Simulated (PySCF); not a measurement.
# doublet CH5Al+ at 6 levels

Wanted: a comparison of 6 runs (U-wB97X-V/STO-3G, UM06-2X/STO-3G, UMP2/STO-3G, NEVPT2(3,3)/STO-3G, UCCSD(T)/STO-3G, FCI/STO-3G) of doublet CH5Al+. The job is set up through a Python script.

Program for the calculation: PySCF 2.14.0.

5 further runs of the same task are left out: 1 that didn't finish, 4 set aside as unsound or not needed.

### 1 Starting point

The species is CH5Al+ (7 atoms), meant as a doublet with charge +1. SMILES of the parent species: `[H][Al]([H])[CH3]`. Geometry: a GFN2-xTB relaxation, a rough one for these elements and not checked as a minimum. That shape belongs to the parent species and isn't relaxed for this state.

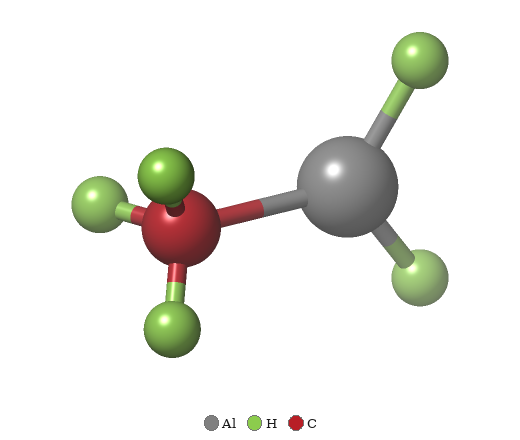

The structure, seen from a chosen angle (aluminium grey, hydrogen green, carbon red).

### 2 The energy at U-wB97X-V/STO-3G (run 1)

input.py reads:

```python
from pyscf import gto, dft

mol = gto.Mole()
mol.atom = '''
Al   0.532240   0.925980  -0.002840
H    2.079610   1.030730   0.039470
H   -0.157080   2.315610  -0.032820
C   -0.456800  -0.794540  -0.002750
H   -0.578610  -1.223840  -1.005100
H   -1.469240  -0.690290   0.408830
H    0.049890  -1.563640   0.595200
'''
mol.spin = 1
mol.max_memory = 1860
mol.charge = 1
mol.verbose = 3
mol.basis = 'sto-3g'
mol.build()

calc0 = dft.UKS(mol)
calc0.xc = 'wb97x-v'
calc0.conv_tol = 1e-10
calc0.grids.level = 5
calc0.nlcgrids.level = 1
calc0.kernel()
if not calc0.converged:
    calc0 = calc0.newton().run(calc0.mo_coeff, calc0.mo_occ)

etot = calc0.e_tot
print('Final energy', etot)
```

The run is started by

```
$ OMP_NUM_THREADS=1 python input.py
```

What it wrote:

```text
converged SCF energy = -279.758551435842  <S^2> = 0.75669689  2S+1 = 2.0066857
Final energy -279.7585514358417
```

It took 33 s on 1 thread of Arm Neoverse V2, shared host; peak memory 0.21 GiB.

### 3 A single-point energy at UM06-2X/STO-3G (run 2)

job.py reads:

```python
from pyscf import gto, dft

mol = gto.Mole()
mol.atom = '''
Al     0.532240     0.925980    -0.002840
H      2.079610     1.030730     0.039470
H     -0.157080     2.315610    -0.032820
C     -0.456800    -0.794540    -0.002750
H     -0.578610    -1.223840    -1.005100
H     -1.469240    -0.690290     0.408830
H      0.049890    -1.563640     0.595200
'''
mol.spin = 1
mol.charge = 1
mol.basis = 'sto-3g'
mol.max_memory = 1860
mol.verbose = 4
mol.build()

mf = dft.UKS(mol, xc='m06-2x')
mf.conv_tol = 1e-10
mf.grids.level = 5
mf.kernel()
if not mf.converged:
    mf = mf.newton().run(mf.mo_coeff, mf.mo_occ)

etot = mf.e_tot
print('E(%s) = %.9f' % ('M06-2X', etot))
```

The run is started by

```
$ OMP_NUM_THREADS=1 python job.py
```

What it wrote:

```text
PySCF version 2.14.0

[... 118 lines left out ...]
converged SCF energy = -279.80447475709  <S^2> = 0.75778735  2S+1 = 2.0077722
E(M06-2X) = -279.804474757
```

It took 9 s on 1 thread of Arm Neoverse V2, shared host; peak memory 0.23 GiB.

Runs 3 to 5 aren't shown in full; the table further down has their settings and results.

### 4 A single-point energy at FCI/STO-3G (run 6)

calc.py reads:

```python
from pyscf import gto, scf, mcscf

mol = gto.M(
    atom='''
Al       0.532240       0.925980      -0.002840
H        2.079610       1.030730       0.039470
H       -0.157080       2.315610      -0.032820
C       -0.456800      -0.794540      -0.002750
H       -0.578610      -1.223840      -1.005100
H       -1.469240      -0.690290       0.408830
H        0.049890      -1.563640       0.595200
''',
    basis='sto-3g',
    spin=1,
    max_memory=1860,
    verbose=4,
    charge=1,
)

hf = scf.ROHF(mol)
hf.conv_tol = 1e-10
hf.kernel()
if not hf.converged:
    hf = hf.newton().run(hf.mo_coeff, hf.mo_occ)

cas = mcscf.CASCI(hf, hf.mo_coeff.shape[-1] - 6, (mol.nelec[0] - 6, mol.nelec[1] - 6))  # full CI above the frozen core
cas.fix_spin_(ss=0.75)
cas.kernel()
etot = cas.e_tot
print(f'total energy: {etot:.8f} hartree')
```

The run is started by

```
$ OMP_NUM_THREADS=1 python calc.py
```

What it wrote:

```text
PySCF version 2.14.0

[INPUT] num. atoms = 7
[INPUT] num. electrons = 23
[INPUT] charge = 1
[INPUT] spin (= nelec alpha-beta = 2S) = 1
[INPUT] symmetry False subgroup None
[INPUT] Mole.unit = angstrom
[INPUT] Symbol           X                Y                Z      unit          X                Y                Z       unit  Magmom
[INPUT]  1 Al     0.532240000000   0.925980000000  -0.002840000000 AA    1.005787832539   1.749848596825  -0.005366822194 Bohr   0.0
[INPUT]  2 H      2.079610000000   1.030730000000   0.039470000000 AA    3.929893345907   1.947797408373   0.074587490137 Bohr   0.0
[INPUT]  3 H     -0.157080000000   2.315610000000  -0.032820000000 AA   -0.296838179647   4.375868711304  -0.062020811408 Bohr   0.0
[INPUT]  4 C     -0.456800000000  -0.794540000000  -0.002750000000 AA   -0.863226893701  -1.501462995012  -0.005196746843 Bohr   0.0
[INPUT]  5 H     -0.578610000000  -1.223840000000  -1.005100000000 AA   -1.093414432935  -2.312722420288  -1.899363727800 Bohr   0.0
[INPUT]  6 H     -1.469240000000  -0.690290000000   0.408830000000 AA   -2.776461211256  -1.304459046526   0.772576731506 Bohr   0.0
[INPUT]  7 H      0.049890000000  -1.563640000000   0.595200000000 AA    0.094278436355  -2.954851357415   1.124764989341 Bohr   0.0

nuclear repulsion = 50.2673558881572
number of shells = 13
number of NR pGTOs = 57
number of NR cGTOs = 19
basis = sto-3g
ecp = {}

******** <class 'pyscf.scf.rohf.ROHF'> ********
method = ROHF
initial guess = minao
damping factor = 0
level_shift factor = 0
DIIS = <class 'pyscf.scf.diis.CDIIS'>
diis_start_cycle = 1
diis_space = 8
diis_damp = 0
SCF conv_tol = 1e-10
SCF conv_tol_grad = None
SCF max_cycles = 50
direct_scf = True
direct_scf_tol = 1e-13
num. doubly occ = 11  num. singly occ = 1
Set gradient conv threshold to 1e-05
init E= -278.845004318543
  HOMO = -0.282064219793783  LUMO = 0.210835923366174  gap/eV = 13.41250
cycle= 1 E= -278.988117988329  delta_E= -0.143  |g|= 0.255  |ddm|= 1.86
  HOMO = -0.53910053007275  LUMO = 0.0229981503912624  gap/eV = 15.29548
cycle= 2 E= -279.020197374386  delta_E= -0.0321  |g|= 0.0727  |ddm|= 0.387
  HOMO = -0.477719234145741  LUMO = 0.044195927055665  gap/eV = 14.20203
cycle= 3 E= -279.025348662486  delta_E= -0.00515  |g|= 0.0329  |ddm|= 0.136
  HOMO = -0.491890747807973  LUMO = 0.048716290425573  gap/eV = 14.71067
cycle= 4 E= -279.026353144442  delta_E= -0.001  |g|= 0.00703  |ddm|= 0.0638
  HOMO = -0.494429287019414  LUMO = 0.0465390380648979  gap/eV = 14.72050
cycle= 5 E= -279.026421992589  delta_E= -6.88e-05  |g|= 0.00114  |ddm|= 0.0215
  HOMO = -0.494468235061734  LUMO = 0.0462662122025383  gap/eV = 14.71413
cycle= 6 E= -279.026422915341  delta_E= -9.23e-07  |g|= 0.000233  |ddm|= 0.00237
  HOMO = -0.494355038027038  LUMO = 0.0462755075081528  gap/eV = 14.71131
cycle= 7 E= -279.026422958248  delta_E= -4.29e-08  |g|= 3.78e-05  |ddm|= 0.000427
  HOMO = -0.49435984815199  LUMO = 0.0462817507243102  gap/eV = 14.71161
cycle= 8 E= -279.026422960066  delta_E= -1.82e-09  |g|= 5.59e-06  |ddm|= 9.38e-05
  HOMO = -0.494357951123764  LUMO = 0.0462810711869381  gap/eV = 14.71154
cycle= 9 E= -279.026422960123  delta_E= -5.67e-11  |g|= 1.19e-06  |ddm|= 1.62e-05
  HOMO = -0.494358105774818  LUMO = 0.046281170062155  gap/eV = 14.71154
Extra cycle  E= -279.026422960127  delta_E= -3.87e-12  |g|= 5.38e-07  |ddm|= 3.5e-06
converged SCF energy = -279.026422960127

******** <class 'pyscf.mcscf.casci.CASCI'> ********
CAS (6e+5e, 13o), ncore = 6, nvir = 0
natorb = False
canonicalization = True
sorting_mo_energy = False
******** <class 'pyscf.fci.addons.SpinPenaltyFCISolver'> ********
max. cycles = 200
conv_tol = 1e-08
davidson only = True
linear dependence = 1e-12
level shift = 0.001
max iter space = 12
nroots = 1
pspace_size = 400
spin = None
Density matrix diagonal elements [1.98207352 1.9729893  1.97259724 1.94580107 1.93592216 1.02571591
 0.00655862 0.04793333 0.02768197 0.02405452 0.01736148 0.02358268
 0.01772819]
CASCI converged
CASCI E = -279.144976539563  E(CI) = -26.0957823347627  S^2 = 0.7500000
total energy: -279.14497654 hartree
```

Run time: 54 s. Hardware: 1 thread of Arm Neoverse V2, shared host; peak memory 0.6 GiB.

### 5 The series

| run | level | nlc grid | integration grid | energy (Eh) | HOMO energy (eV) | LUMO energy (eV) | ⟨S²⟩ | wall time |
| --- | --- | --- | --- | --- | --- | --- | --- | --- |
| 1 | U-wB97X-V/STO-3G | 1 | 5 | -279.758551 | -15.17 | -9.53 | 0.757 | 33 s |
| 2 | UM06-2X/STO-3G | – | 5 | -279.804475 | -13.94 | -10.78 | 0.758 | 9 s |
| 3 | UMP2/STO-3G | – | – | -279.106773 | -15.33 | -6.90 | 0.764 | 0.58 s |
| 4 | NEVPT2(3,3)/STO-3G | – | – | -279.122723 | – | – | – | 0.7 s |
| 5 | UCCSD(T)/STO-3G | – | – | -279.144378 | -15.33 | -6.90 | 0.764 | 0.72 s |
| 6 | FCI/STO-3G | – | – | -279.144977 | – | – | – | 54 s |

### 6 What came out

```
                                          quantity          value
                               run 6: total energy  -279.14498 Eh
run 6: correlation energy (6 core orbitals frozen)     -118.6 mEh
```

**Reading.** Against full CI in this basis: UMP2 +38.2 mEh; UCCSD(T) +0.6 mEh. Totals of different functionals can't be ranked against each other. In runs 1, 2, 3, 4, 5, 6 the basis is minimal, so the values are rough. All runs together took 97 s, the longest 54 s.
